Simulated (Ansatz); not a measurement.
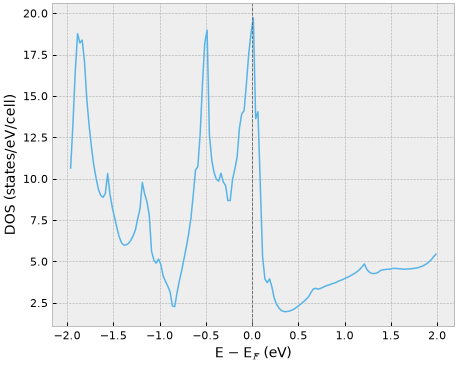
Fig. 1. Density of states of Nb$_{3}$Sn (Pm-3n) near the Fermi level, PBEsol, rigid bands (Ansatz, a quantum-chemistry and plane-wave program).

Question: How far does the Fermi level move in a rigid band for 0.1 electron a cell added or removed?

Answer: 6 meV and -6 meV.

A metal at this level (no band gap); rigid bands, thermally averaged at 300 K, both spins. Spin-orbit coupling is left out. Geometry: cell and atoms relaxed with PBEsol.
